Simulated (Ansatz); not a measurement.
Si2H3Cl2F: single-point calculation

Si2H3Cl2F, computed with RKS B2PLYP (frozen core)/def2-TZVPP (Ansatz 0.2.0).

The geometry comes from this level: PBE0-D4/def2-TZVP.

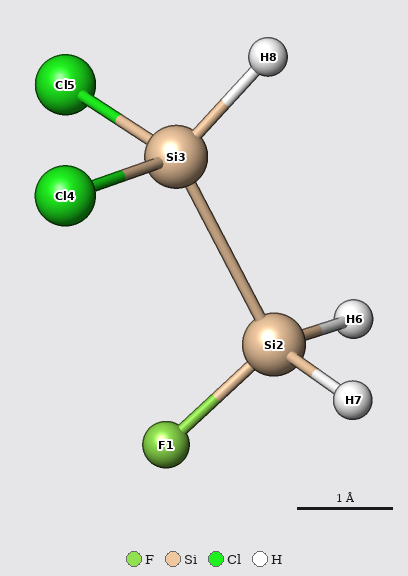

*The input geometry (ball-and-stick view, seen at an oblique angle; atoms are numbered from 1 in the order of the input).*

Summary:

```csv
quantity,value
outcome,converged
total energy,−43558.1630 eV
mean-field energy,−43550.4997 eV
SCF solution under orbital rotations,stable
hardware,"4 threads of Arm Neoverse V1, 23 GiB of memory available, shared host"
wall time,4.9 s (CPU time 19 s)
peak memory,0.59 GiB
```

Input file:
```yaml
crystal:
  periodic: [false, false, false]
  atoms:
    - {symbol: F, position_ang: [-1.998503, 1.054968, 0.039854]}
    - {symbol: Si, position_ang: [-0.453508, 1.059342, 0.456855]}
    - {symbol: Si, position_ang: [0.544274, -0.914822, -0.326887]}
    - {symbol: Cl, position_ang: [0.377933, -0.995137, -2.367420]}
    - {symbol: Cl, position_ang: [-0.403699, -2.529874, 0.504231]}
    - {symbol: H, position_ang: [-0.363083, 1.131477, 1.936915]}
    - {symbol: H, position_ang: [0.198066, 2.245257, -0.153870]}
    - {symbol: H, position_ang: [1.983419, -1.016712, 0.010321]}
basis:
  gaussian: {orbitals: def2-TZVPP}
hamiltonian: {xc: {name: B2PLYP}}
```

Command:
```bash
ansatz run in.yaml --threads 4 --pin off --events-out ev --progress --plain --max-ram 10444MiB
```

The program's output:
```
Functional definition: B2PLYP
  name "B2PLYP"
  cite "Grimme, J. Chem. Phys. 124, 034108 (2006) doi:10.1063/1.2148954"
  cite "Becke, Phys. Rev. A 38, 3098 (1988) doi:10.1103/PhysRevA.38.3098"
  cite "Lee, Yang & Parr, Phys. Rev. B 37, 785 (1988) doi:10.1103/PhysRevB.37.785"
  parameter a = 0.53
  parameter c = 0.27
  exchange = (1 - a)*b88_x + a*exact_x
  correlation = (1 - c)*lyp_c + c*(mp2_os + mp2_ss)
1425 factors; integrals over basis functions are off by at most 1.0e-3 eV
mean field evaluation 1: about -43548.6438 eV, gradient 3.2e1 eV
mean field evaluation 2: about -43548.8364 eV, gradient 3.2e1 eV
mean field evaluation 4: about -43550.4813 eV, gradient 2.2e0 eV
mean field evaluation 8: about -43550.4995 eV, gradient 5.1e-2 eV
mean field evaluation 16: about -43550.4995 eV, gradient 9.9e-6 eV
mean field -43550.49947077 eV, -1600.4513359619 hartree, gradient 9.8e-6 eV, S^2 0.000000; 0 other end points of the search recorded, 0 dependent functions left out
21 core orbitals not correlated: weight in the atoms' cores, before any rotation towards them, 1.000 or more for the frozen orbitals, at most 0.000 for the correlated occupied ones
reference -43550.49965684 eV, -1600.4513428001 hartree; 16, 16 occupied and 204, 204 virtual orbitals, 1425 factors
second order -28.38281905 eV of doubles, -0.00000000 eV of singles
Total energy: -43558.16301799 eV, -1600.7329661277 hartree
```
